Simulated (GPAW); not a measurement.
# TiAs (P6_3/mmc): the Ti K absorption edge, part 2 of 2

Aim: the near-edge shape at the Ti K edge of TiAs (P6_3/mmc), and what the core hole does to it.

GPAW 26.7.0; X-ray absorption from dipole matrix elements to empty bands, plane-wave PAW LDA.

So far. Step 2 (The field without a hole): The mesh shows no gap, so the system is treated as a metal and the core electron is put at the Fermi level (neutral cell). Step 3 (Spectrum without a core hole, Ti atom 3): Main maxima below 30 eV (height): 3.7 eV (0.57), 9.0 eV (1.73), 13.5 eV (1.19), 19.5 eV (1.25) and 29.3 eV (1.00). A K edge sees empty p states, which here mix into the lowest empty bands, so that weight starts at the zero.

### 5. Spectrum with XCH, Ti atom 3

The holes are 6.4 Å apart. In GPAW the data set carries the hole's charge, so charge=0 means a charged cell and charge=-1 a neutral one. The excited electron is kept in the cell, where it fills the lowest empty states and screens the hole. After the field has converged, empty bands are computed with the density fixed and the dipole matrix elements are summed.

File xas.py:

```python
import numpy as np
from ase import Atoms
from ase.parallel import parprint, paropen
from gpaw import GPAW, PW, FermiDirac, Mixer, MixerDif, setup_paths
from gpaw.test import gen
setup_paths.insert(0, '.')
gen('Ti', name='fch1s', xcname='LDA', corehole=(1, 0, 1), write_xml=True)
from gpaw.mpi import world
world.barrier()

atoms = Atoms('As6Ti6',
    cell=[[-5.52028125, 3.18713587, 0],
     [-5.52028125, -3.18713587, 0],
     [3.6801875, 0, 6.02366704]],
    scaled_positions=[[0.41666667, 0.75, 0.25],
     [0.75, 0.08333333, 0.25],
     [0.08333333, 0.41666667, 0.25],
     [0.25, 0.91666667, 0.75],
     [0.58333333, 0.25, 0.75],
     [0.91666667, 0.58333333, 0.75],
     [0, 0, 0],
     [0.33333333, 0.33333333, 0],
     [0.66666667, 0.66666667, 0],
     [0.16666667, 0.16666667, 0.5],
     [0.5, 0.5, 0.5],
     [0.83333333, 0.83333333, 0.5]],
    pbc=True)
atoms.calc = calc = GPAW(legacy_gpaw=True, mode=PW(430, force_complex_dtype=True), xc='LDA', setups={6: 'fch1s'},
    kpts={'size': (5, 5, 5), 'gamma': True}, occupations=FermiDirac(0.1),
    charge=-1, mixer=Mixer(0.1, 5, 50), maxiter=150,
    convergence={'density': 0.0001, 'eigenstates': 1e-6}, txt='scf.txt')
energy = atoms.get_potential_energy() + calc.get_reference_energy()
ef = calc.get_fermi_level()
out = dict(energy=energy, fermi=ef, forces=atoms.get_forces().tolist())
parprint(f'all-electron energy {energy:.4f} eV, Fermi level {ef:.4f} eV')
ev = np.array([[calc.get_eigenvalues(k, s) for k in range(len(calc.get_ibz_k_points()))] for s in range(calc.get_number_of_spins())])
out['homo'], out['lumo'], out['counts'] = ev[ev < ef].max(), ev[ev > ef].min(), sorted(set((ev < ef).sum((0, 2)).tolist()))
out['filled'] = (ev[:, 0] < ef).sum(1).tolist()

from ase.units import Ha
from gpaw.xas import dipole_matrix_elements
nb = int(calc.get_number_of_electrons() / 2) + 159
top, nb = nb, nb + 8 + nb // 12
nscf = calc.fixed_density(kpts={'size': (5, 5, 5), 'gamma': True}, nbands=nb,
    convergence={'bands': top, 'eigenstates': 5e-3}, maxiter=60, txt='nscf.txt')
cell = atoms.cell.array
ops = [cell.T @ U.T @ np.linalg.inv(cell.T) for U in nscf.wfs.kd.symmetry.op_scc]
E = np.arange(-6, 34, 0.1)
fwhm = np.interp(E, [4, 25], [0.94, 3.5])
Y, X, zero, highest = 0, 0, 1e9, 1e9
for spin in range(nscf.get_number_of_spins()):
    wfs = nscf.wfs
    mine = wfs.bd.get_slice()  # this rank's bands
    A = dipole_matrix_elements(wfs.setups[6])
    eps = np.zeros((wfs.kd.nibzkpts, nb))
    d = np.zeros((3, A.shape[1], wfs.kd.nibzkpts, nb), complex)
    for kpt in wfs.kpt_u:
        if kpt.s == spin and 6 in kpt.P_ani:
            eps[kpt.k, mine] = kpt.eps_n * Ha
            d[:, :, kpt.k, mine] = (kpt.weight * wfs.nspins / 2) ** 0.5 * np.inner(A, kpt.P_ani[6])
    world.sum(eps)
    world.sum(d)
    T = np.einsum('amkn,bmkn->abkn', d, d.conj()).real
    T = sum(np.einsum('ai,ijkn,bj->abkn', R, T, R) for R in ops) / len(ops)
    empty = eps > ef
    zero, highest = min(zero, eps[empty].min()), min(highest, eps[:, top - 1].min())
    lines = [(eps, T, empty)] if spin == 0 else lines + [(eps, T, empty)]
for eps, T, empty in lines:
    f = np.einsum('aakn->akn', T).reshape(3, -1)
    x = eps.ravel() - zero
    w = np.interp(x, E, fwhm) / 2.35482
    g = np.exp(-0.5 * ((E[:, None] - x) / w) ** 2) / (w * (2 * np.pi) ** 0.5)
    Y = Y + (f * empty.ravel()) @ g.T
    X = X + (f * ~empty.ravel()) @ g.T
out.update(E=E.round(2).tolist(), xas=Y.tolist(), xes=X.tolist(), zero=zero, valid=highest - zero, nk=len(eps), nb=nb)
for i in range(0, len(E), 10):
    parprint(f'{E[i]:7.2f}', *(f'{v:10.3e}' for v in Y[:, i]))
import json
with paropen('out.json', 'w') as f:
    json.dump(out, f)
```

The run is started by

```sh
$ OMP_NUM_THREADS=1 mpirun -n 4 gpaw python xas.py
```

Numbers of over 12 decimals in the logs are rounded to 6 here.

The log of the run:

```text
Input parameters:
  charge: -1
  convergence: {density: 0.0001,
                eigenstates: 1e-06}
  kpts: {gamma: True,
         size: (5, 5, 5)}
  maxiter: 150
  mixer: {backend: pulay,
          beta: 0.1,
          method: separate,
          nmaxold: 5,
          weight: 50}
  mode: {ecut: 430.0,
         force_complex_dtype: True,
         name: pw}
  occupations: {fixmagmom: False,
                name: fermi-dirac,
                width: 0.1}
  setups: {6: fch1s}

Initialize ...

[... PAW data sets ...]

Reference energy: -502580.801957  # eV

Spin-paired calculation

[... convergence settings ...]
Symmetries present (total): 2
  [... symmetry matrices ...]

125 k-points: 5 x 5 x 5 Monkhorst-Pack grid
63 k-points in the irreducible part of the Brillouin zone
       k-points in crystal coordinates                weights
   0:     0.00000000    0.00000000    0.00000000          1/125
   1:     0.00000000    0.00000000    0.20000000          2/125
   2:     0.00000000    0.00000000    0.40000000          2/125
   3:     0.00000000    0.20000000   -0.40000000          2/125
   4:     0.00000000    0.20000000   -0.20000000          2/125
   5:     0.00000000    0.20000000    0.00000000          2/125
   6:     0.00000000    0.20000000    0.20000000          2/125
   7:     0.00000000    0.20000000    0.40000000          2/125
   8:     0.00000000    0.40000000   -0.40000000          2/125
   9:     0.00000000    0.40000000   -0.20000000          2/125
          ...
  62:     0.40000000    0.40000000    0.40000000          2/125

Wave functions: Plane wave expansion
  Cutoff energy: 430.000 eV
  Number of coefficients (min, max): 4263, 4310
  Pulay-stress correction: 0.000000 eV/Ang^3 (de/decut=0.000000)
  Using FFTW library
  Wavefunction extrapolation:
    Improved wavefunction reuse through dual PAW basis

Occupation numbers: Fermi-Dirac:
  width: 0.1000  # eV

Eigensolver
   Davidson(niter=2)

Densities:
  Coarse grid: 32*32*35 grid
  Fine grid: 64*64*70 grid
  Total Charge: 0.000000

Density mixing:
  Method: separate
  Backend: pulay
  Linear mixing parameter: 0.1
  old densities: 5
  Width of damping distribution: 1.1
  Damping of long wavelength oscillations: 50

[... Hamiltonian set-up ...]
Number of atoms: 12
Number of atomic orbitals: 102
Number of bands in calculation: 66
Number of valence electrons: 103
Bands to converge: occupied

... initialized

Initializing position-dependent things.

Density initialized from atomic densities
Creating initial wave functions:
  66 bands from LCAO basis set

              As       As

                As
        Ti        Tis      Ti

            As       As
        Ti        Ti       Ti

Atomic positions and initial magnetic moments

Positions:
   0 As    -5.520281   -1.062379    1.505917    ( 0.0000,  0.0000,  0.0000)
   1 As    -3.680187    2.124757    1.505917    ( 0.0000,  0.0000,  0.0000)
   2 As    -1.840094   -1.062379    1.505917    ( 0.0000,  0.0000,  0.0000)
   3 As    -3.680188   -2.124757    4.517750    ( 0.0000,  0.0000,  0.0000)
   4 As    -1.840094    1.062379    4.517750    ( 0.0000,  0.0000,  0.0000)
   5 As    -5.520281    1.062379    4.517750    ( 0.0000,  0.0000,  0.0000)
   6 Ti     0.000000    0.000000    0.000000    ( 0.0000,  0.0000,  0.0000)
   7 Ti    -3.680187    0.000000    0.000000    ( 0.0000,  0.0000,  0.0000)
   8 Ti    -7.360375    0.000000    0.000000    ( 0.0000,  0.0000,  0.0000)
   9 Ti    -0.000000    0.000000    3.011834    ( 0.0000,  0.0000,  0.0000)
  10 Ti    -3.680187    0.000000    3.011834    ( 0.0000,  0.0000,  0.0000)
  11 Ti    -7.360375    0.000000    3.011834    ( 0.0000,  0.0000,  0.0000)

Unit cell:
           periodic     x           y           z      points  spacing
  1. axis:    yes   -5.520281    3.187136    0.000000    32     0.1650
  2. axis:    yes   -5.520281   -3.187136    0.000000    32     0.1650
  3. axis:    yes    3.680188    0.000000    6.023667    35     0.1721

  Lengths:   6.374272   6.374272   7.058920
  Angles:  116.840270 116.840270  60.000000

Effective grid spacing dv^(1/3) = 0.1808

iter:   1  -135.656912
iter:   2  -108.055869   -0.07  -1.01
iter:   3  -101.892280   -0.87  -1.24
iter:   4  -101.293802   -1.18  -1.34
iter:   5  -102.159121   -1.27  -1.36
iter:   6  -100.916728   -1.30  -1.42
iter:   7  -101.573676   -1.26  -1.58
iter:   8  -100.905779   -2.07  -1.66
iter:   9  -101.607014   -1.47  -2.07
iter:  10  -100.841249   -1.78  -1.68
iter:  11  -100.832894   -2.41  -2.28
iter:  12  -100.826248c  -3.16  -2.41
iter:  13  -100.825015c  -2.86  -2.54
iter:  14  -100.823803c  -3.65  -2.86
iter:  15  -100.823068c  -3.84  -2.96
iter:  16  -100.823490c  -3.89  -3.18
iter:  17  -100.823233c  -4.52  -3.27
iter:  18  -100.822864c  -4.12  -3.36
iter:  19  -100.822989c  -4.98  -3.46
iter:  20  -100.822983c  -5.25  -3.75
iter:  21  -100.822971c  -5.65  -3.94
iter:  22  -100.822952c  -5.85  -4.04c
iter:  23  -100.822940c  -6.12c -4.25c

Converged after 23 iterations.

Dipole moment: (0.000000, -0.000000, -0.000000) |e|*Ang

Energy contributions relative to reference atoms: (reference = -502580.801957)

Kinetic:       +122.273161
Potential:     -117.836853
External:        +0.000000
XC:            -104.439399
Entropy (-ST):   -0.344562
Local:           -0.647568
SIC:             +0.000000
--------------------------
Free energy:   -100.995221
Extrapolated:  -100.822940

Showing only first 2 kpts
 Kpt  Band  Eigenvalues  Occupancy
  0    49      8.07709    1.55672
  0    50      8.41788    0.20833
  0    51      8.41790    0.20830
  0    52      8.57267    0.04827

  1    49      7.98650    1.79358
  1    50      8.37802    0.29530
  1    51      8.37803    0.29529
[...]
Fermi level: 8.20271

No gap
No difference between direct/indirect transitions

Forces in eV/Ang:
  0 As   -0.00230   -0.19254   -0.18424
  1 As   -0.16558    0.09828   -0.18423
  2 As    0.16788    0.09428   -0.18423
  3 As    0.16558   -0.09828    0.18423
  4 As    0.00230    0.19254    0.18424
  5 As   -0.16788   -0.09428    0.18423
  6 Ti    0.00000    0.00000    0.00000
  7 Ti    0.00001    0.00000   -0.03810
  8 Ti   -0.00001   -0.00000    0.03810
  9 Ti    0.00003   -0.00001   -0.09669
 10 Ti    0.00000    0.00000    0.00000
 11 Ti   -0.00003    0.00001    0.09669
Scalar-relativistic atomic LDA calculation for Ti (Titanium, Z=22)
Core hole in 1s state (1s occupation: 1.0)
600 radial gridpoints.
|------------------------------------------------|
|------------------------------------------------|
[... the atom generator's iteration count ...]

Energy contributions:
-------------------------
Kinetic:     +672.671614
XC:           -34.028348
Potential:  -1307.172598
-------------------------
Total:       -668.529332

state      eigenvalue         ekin         rmax
-----------------------------------------------
1s^1.0 :  -187.828620   240.500426        0.045
2s^2.0 :   -22.002726    43.832967        0.262
2p^6.0 :   -18.989232    43.629197        0.209
3s^2.0 :    -2.983269     9.467322        0.829
3p^6.0 :    -2.108060     8.391345        0.840
3d^2.0 :    -0.666650     5.344221        0.850
4s^2.0 :    -0.460559     1.379460        2.509
4p^0.0 :    -0.300118     0.992184        2.957
-----------------------------------------------
(units: Bohr and Hartree)

Generating PAW setup
Kinetic energy of the core from tauc = 593.006445
Cutoffs:
rc(s)=2.400
rc(p)=2.000
rc(d)=2.000
rc(vbar)=1.800
rc(comp)=2.300
rc(nct)=2.400

Kinetic energy of the core states: 589.941539
Charge: 1.0
Core electrons: 9.0
Valence electrons: 12.0
Pseudo-core charge: 0.000000
Shape function alpha=1.890
Pseudo-electron charge 5.350237
state    eigenvalue         norm
--------------------------------
3s(2) :    -2.983269     0.223229
4s(2) :    -0.460559     1.020774
3p(6) :    -2.108060     0.336604
4p(0) :    -0.300118     0.967107
3d(2) :    -0.666650     0.421304
*d    :     0.333350
--------------------------------

Diagonalizing with gridspacing h=0.050

state   all-electron     PAW
-------------------------------
3s:      -2.983269    -2.983558
3p:      -2.108060    -2.108705
3d:      -0.666650    -0.667242
*f:                   -0.026873
-------------------------------
all-electron energy -502681.6249 eV, Fermi level 8.2027 eV
[...]
31.00  3.897e-07  3.897e-07  5.477e-07
  32.00  3.787e-07  3.787e-07  5.148e-07
  33.00  3.793e-07  3.793e-07  4.694e-07
```

It took 5.6 min on 4 MPI ranks of Intel Xeon Platinum 8488C (Sapphire Rapids), shared host; peak memory 0.82 GiB; 22 min of CPU time.

The Ti K spectrum, Ti atom 3, excited-electron core hole (neutral cell) (energy from the lowest empty level; intensity scaled to a mean of 1 over the first 20 eV; polarised curves are means over the symmetry-equivalent atoms):

| E (eV) | isotropic | ε ⊥ c | ε ∥ c |
| --- | --- | --- | --- |
| -2.0 | 0.00 | 0.00 | 0.00 |
| -0.5 | 0.01 | 0.01 | 0.01 |
| 1.0 | 0.28 | 0.35 | 0.14 |
| 2.5 | 0.41 | 0.56 | 0.13 |
| 4.0 | 0.52 | 0.56 | 0.45 |
| 5.5 | 0.48 | 0.53 | 0.39 |
| 7.0 | 1.06 | 1.18 | 0.82 |
| 8.5 | 1.77 | 1.69 | 1.92 |
| 10.0 | 1.58 | 1.57 | 1.60 |
| 11.5 | 1.11 | 1.00 | 1.32 |
| 13.0 | 1.14 | 1.05 | 1.30 |
| 14.5 | 1.17 | 1.15 | 1.20 |
| 16.0 | 1.18 | 1.22 | 1.10 |
| 17.5 | 1.22 | 1.23 | 1.21 |
| 19.0 | 1.24 | 1.26 | 1.22 |
| 20.5 | 1.16 | 1.22 | 1.04 |
| 22.0 | 1.09 | 1.17 | 0.93 |
| 23.5 | 1.00 | 1.08 | 0.85 |
| 25.0 | 0.94 | 0.98 | 0.85 |
| 26.5 | 0.93 | 0.92 | 0.94 |
| 28.0 | 0.95 | 0.90 | 1.06 |
| 29.5 | 0.96 | 0.86 | 1.14 |
| 31.0 | 0.92 | 0.81 | 1.14 |

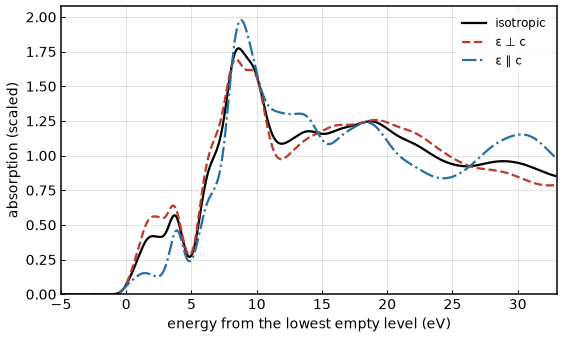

The Ti K edge, Ti atom 3, excited-electron core hole (neutral cell): main maxima at 8.6, 18.7 and 28.9 eV.

Main maxima below 30 eV (height): 3.7 eV (0.57), 8.6 eV (1.77), 18.7 eV (1.25) and 28.9 eV (0.96). 

The total-energy difference is 4970.10 eV. One term is added: -22.68 eV, since the hole is spin-paired here and a spin-polarised one costs that much less in the free atom (computed apart). The photon energy is then 4947.42 eV. The tabulated edge of the element is 4966 eV. The functional leaves an error in such absolute values: in the free atom LDA prices this hole 13.2 eV below PBE (computed apart), and PBE is itself good to a few eV.

### 6. With and without the hole

Both curves are counted from their own zero, so only the shift of weight within the empty states shows.

| E (eV) | no hole | XCH |
| --- | --- | --- |
| -2.0 | 0.00 | 0.00 |
| -1.0 | 0.00 | 0.00 |
| 0.0 | 0.09 | 0.07 |
| 1.0 | 0.30 | 0.28 |
| 2.0 | 0.44 | 0.42 |
| 3.0 | 0.46 | 0.44 |
| 4.0 | 0.53 | 0.52 |
| 5.0 | 0.32 | 0.28 |
| 6.0 | 0.70 | 0.77 |
| 7.0 | 1.02 | 1.06 |
| 8.0 | 1.49 | 1.60 |
| 9.0 | 1.73 | 1.74 |
| 10.0 | 1.60 | 1.58 |
| 11.0 | 1.27 | 1.20 |
| 12.0 | 1.07 | 1.09 |
| 13.0 | 1.16 | 1.14 |
| 14.0 | 1.18 | 1.18 |
| 15.0 | 1.13 | 1.16 |
| 16.0 | 1.18 | 1.18 |
| 17.0 | 1.23 | 1.21 |
| 18.0 | 1.23 | 1.23 |
| 19.0 | 1.25 | 1.24 |
| 20.0 | 1.24 | 1.19 |
| 21.0 | 1.18 | 1.13 |
| 22.0 | 1.12 | 1.09 |
| 23.0 | 1.07 | 1.03 |
| 24.0 | 1.02 | 0.98 |
| 25.0 | 0.98 | 0.94 |
| 26.0 | 0.95 | 0.92 |
| 27.0 | 0.95 | 0.93 |
| 28.0 | 0.98 | 0.95 |
| 29.0 | 1.00 | 0.96 |
| 30.0 | 0.99 | 0.95 |
| 31.0 | 0.96 | 0.92 |
| 32.0 | 0.92 | 0.88 |

With each curve scaled to its own mean, the area from −2 to 6 eV with the hole is 2.4 against 2.4, and the centre of weight from −1 to 20 eV moves by -0.0 eV (first and strongest maxima below 20 eV: 3.7 eV (0.57), 9.0 eV (1.73), 13.5 eV (1.19) and 19.5 eV (1.25) without the hole, 3.7 eV (0.57), 8.6 eV (1.77) and 18.7 eV (1.25) with it), a small effect on these measures.

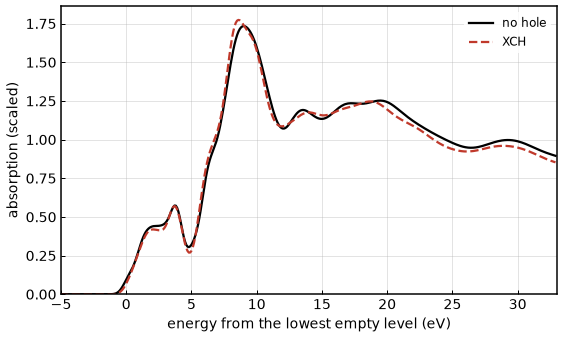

The Ti K edge with and without the core hole, each from its own zero; the highest intensity below 24 eV lies at 8.6 eV with the hole.

### 7. Results

| Quantity | Value |
| --- | --- |
| absorber and edge | Ti K, atom 3 of the ground-state input (counted from 1) |
| surroundings | 6 As at 2.60 Å and 2 Ti at 3.01 Å (8-fold, site symmetry -3m) |
| highest intensity below 24 eV | 8.6 eV above the zero, height 1.77 |
| photon energy of the zero, with the added terms | 4947.4 eV (raw 4970.1 eV; LDA puts this hole about 13 eV below PBE, itself good to a few eV) |

In words: The Ti K edge of atom 3, with 6 As at 2.60 Å and 2 Ti at 3.01 Å (8-fold, site symmetry -3m), has its highest intensity of the first 24 eV at 8.6 eV above the zero, near 4956 eV in photon energy (LDA puts this hole about 13 eV below PBE, itself good to a few eV), 1.8 times the mean level of the first 20 eV (Gaussian full width 0.94 eV up to 4 eV, rising linearly to 3.5 eV at 25 eV). With each curve scaled to its own mean, the area from −2 to 6 eV with the hole is 2.4 against 2.4, and the centre of weight from −1 to 20 eV moves by -0.0 eV (first and strongest maxima below 20 eV: 3.7 eV (0.57), 9.0 eV (1.73), 13.5 eV (1.19) and 19.5 eV (1.25) without the hole, 3.7 eV (0.57), 8.6 eV (1.77) and 18.7 eV (1.25) with it), a small effect on these measures. At the Ti K edge of atom 3 polarisation matters most near 2.3 eV, where the curves differ by 0.4 on this scale. The strongest dipole feature below the main edge lies at 3.7 eV (height 0.57); the site has an inversion centre, so it comes from p states mixed with the neighbours' empty states, not from local p–d mixing. Quadrupole 1s→3d transitions, which feed the pre-edge, are not in the dipole spectrum. The holes are only 6.4 Å apart, so the shape is probably not converged with cell size; no larger cell was run here. The mesh is coarse (0.24 Å⁻¹ between points), so small maxima may be mesh ripples. Lifetime broadening is put in by hand, and intensities beyond about 20 eV depend on it and on the partial waves. The structure is a computed Materials Project entry and may be a hypothetical form.

[Banner, clock and machine lines of the logs are left out without a mark of their own.]

[Logs are printed without paths, hosts, clocks, repeated set-up lines and the standing remarks that a program may print on its own settings, such as how far it seeks lower states.]

[Hosts, paths, dates, database ids (printed as entryN), source tags and the programs' standing remarks are cut or masked in the printed files.]

[Lists of maxima count a maximum above −3 eV only where it reaches 4 % of the highest in the window and stands out from its surroundings by 2 % of it (1.5 % where it reaches 55 %); shoulders and weaker maxima are passed over, and of the rest the first, up to two pre-edge ones and the few strongest are named.]
